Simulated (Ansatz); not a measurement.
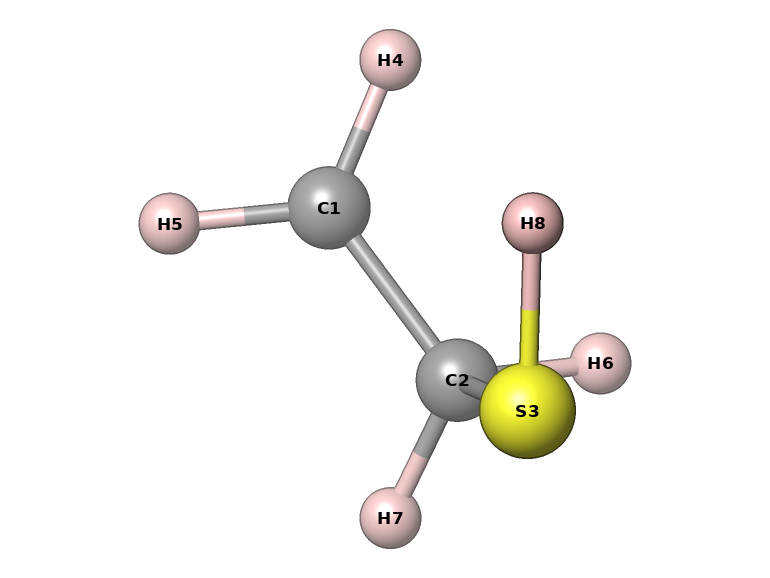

Source: calculation with Ansatz.

C2 lies behind S3. The molecule seen a little off the S3–C2 bond, S3 in front. Depth is shown by fading: the farther an atom, the more it takes the colour of the background. State: neutral, doublet. Geometry: moved along internal coordinates away from the minimum.

What is the torsion angle H8–S3–C2–C1? The sign is positive where the front bond must turn clockwise to cover the back bond.

−34°, synclinal (gauche).
